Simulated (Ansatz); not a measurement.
The calculation's input:

```
crystal:
  periodic: [false, false, false]
  atoms:
    - { symbol: H, position_ang: [-0.416664, 1.419929, -1.69304] }
    - { symbol: C, position_ang: [0.261038, -0.771039, -1.078493] }
    - { symbol: O, position_ang: [-0.334795, -1.048166, 0.120703] }
    - { symbol: Si, position_ang: [-0.085155, -0.169527, 1.555352] }
    - { symbol: H, position_ang: [-0.573978, 2.100376, -1.807098] }
    - { symbol: H, position_ang: [-0.062918, -1.408872, -1.914272] }
    - { symbol: H, position_ang: [1.267552, -0.314598, -1.08077] }
    - { symbol: H, position_ang: [-0.790071, 1.152348, 1.496817] }
    - { symbol: H, position_ang: [1.385898, 0.058196, 1.758087] }
    - { symbol: H, position_ang: [-0.651007, -1.018546, 2.642714] }
magnetization:
  spin_polarized: true
  initial_magnetization: 1
basis:
  gaussian: { orbitals: def2-SVP }
hamiltonian:
  xc: blyp
  dispersion: d4
relax:
  f_tol: 0.03
  max_steps: 50
output:
  orbitals: {}
```

Run with:

```sh
ansatz run input.yaml --threads 2 --pin off --max-ram 3072MiB --backend cpu --events-out ev --progress --plain --runs-dir out
```

The fields are those of the run's last geometry, not of the input's.

Computed with Ansatz, UKS BLYP-D4/def2-SVP.

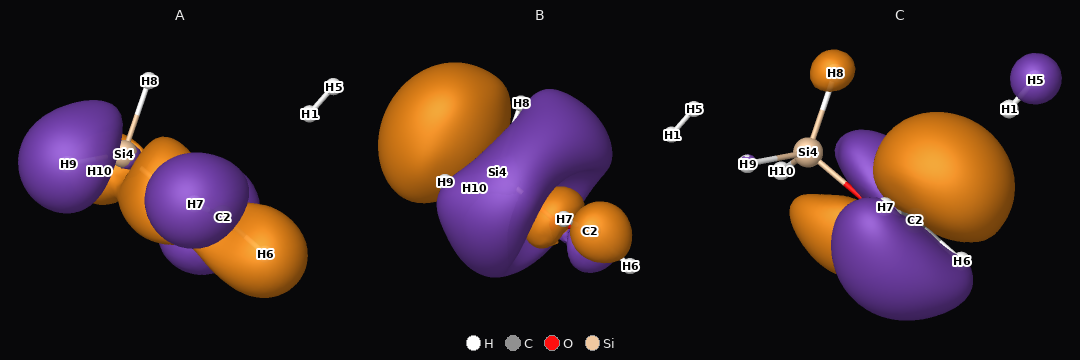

H2···CH5OSi (doublet). Three frontier orbitals at ±0.08 Å⁻³ᐟ² (orange and purple are the two phases), in no order.

Order the three orbitals by energy and name them. All are α orbitals.

Answer. A is the HOMO−1 (α) (−7.44 eV). It lies mainly on O3 (about 50 %), C2 (about 15 %), Si4 (about 10 %), H9 (about 10 %) and H7 (about 10 %). C is the HOMO (α) (−3.79 eV). Its weight (Hirshfeld) is mainly on C2 (about 55 %) and O3 (about 25 %). B is the LUMO (α) (−0.30 eV). By Hirshfeld shares it lies mainly on Si4 (about 60 %), O3 (about 10 %), H10 (about 5 %), H9 (about 5 %) and H8 (about 5 %).

What is the gap between the highest occupied and lowest empty α orbitals?

Answer. 3.49 eV between the orbital energies.
